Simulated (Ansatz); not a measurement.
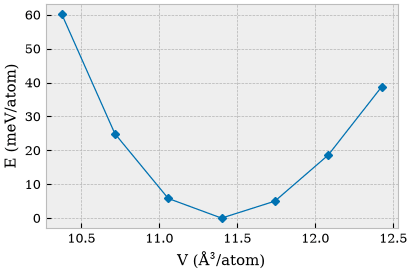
Figure: HfO$_{2}$ in space group P4_2/nmc (No. 137; Hf on 2a, O on 4d) under volume change, plane-wave PAW PBE (Ansatz code), shape and atoms relaxed at each volume.

Task: What does a third-order Birch–Murnaghan fit give for V₀, B₀ and B′?

Result: V₀ = 11.40 Å³/atom, B₀ = 165 GPa, B′ = 6.3.

This is a known high-temperature phase of the composition, computed here at zero pressure and temperature. The PBE relaxation kept the symmetry of its start; phonons on a q-mesh show weakly imaginary modes. No spin polarisation was allowed. Spin–orbit coupling is left out wherever it is not named.

Potentials: the later of the program's two PAW sets.
